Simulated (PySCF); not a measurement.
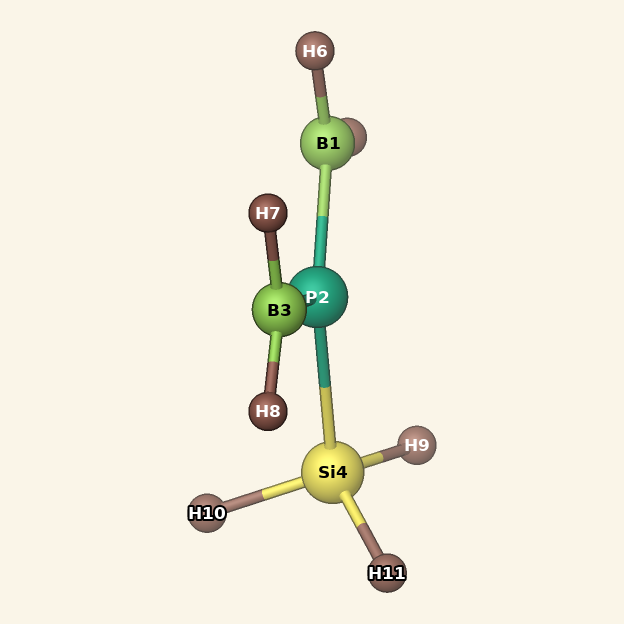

P2 lies behind B3. The molecule seen a little off the B3–P2 bond, B3 in front. Depth is shown by fading: the farther an atom, the more it takes the colour of the background. Computed geometry: PBE0-D3(BJ)/def2-SVP optimisation. No frequency run is at hand to confirm it as a minimum.

Q: What is the torsion angle H7–B3–P2–Si4? The sign is positive where the front bond must turn clockwise to cover the back bond.

A: −178°, antiperiplanar (anti).
